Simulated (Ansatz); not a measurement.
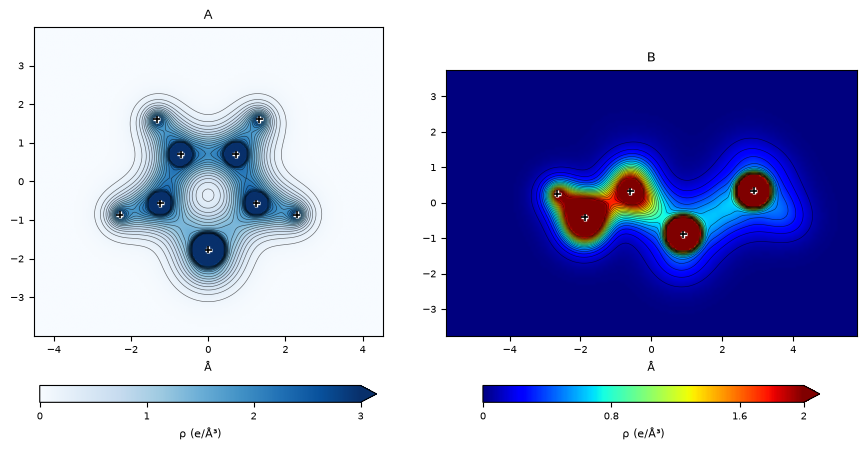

The total electron density of 2 systems, each on a plane through atoms (crosses mark nuclei in the plane).

The calculation used RKS PBE/6-31G* in Ansatz.

System 1: CH9FN2Si2, the plane of atoms N3, C2 and Si4. 

```xyz
15

N     1.3570   -0.1004    1.0163
C     0.7805   -0.6221   -0.2233
N     1.7695   -0.7622   -1.3116
Si   -0.5972    0.6342   -0.7064
Si   -2.2324    0.6789    0.9787
F    -1.8172    1.6734    2.2068
H     1.9855   -0.7932    1.4440
H     1.9399    0.7149    0.7863
H     0.2766   -1.5758    0.0566
H     1.2971   -1.0550   -2.1778
H     2.4216   -1.5275   -1.0807
H     0.0237    1.9897   -0.8984
H    -1.2370    0.2400   -2.0170
H    -2.4409   -0.7067    1.5283
H    -3.5484    1.1610    0.4276
```

System 2: C4H4S, the molecular plane. 

```xyz
9

C     0.1996    0.9816    0.0104
C     0.9883   -0.2077    0.1052
C     0.2298   -1.3557    0.0328
S    -1.4582   -0.9906   -0.1519
C    -1.1452    0.7177   -0.1322
H     0.6107    1.9935    0.0463
H     2.0747   -0.2143    0.2224
H     0.5598   -2.3934    0.0768
H    -1.9709    1.4227   -0.2268
```

Question: Match each panel to its system.

Answer: Panel A is system 2, C4H4S: the plane holds C, S and H. C–C (1.38 Å): ρ at the midpoint is about 2.1 e/Å³. Panel B is system 1, CH9FN2Si2: the plane holds C, N, Si and H. C–N (1.48 Å): ρ at the midpoint is about 1.8 e/Å³.
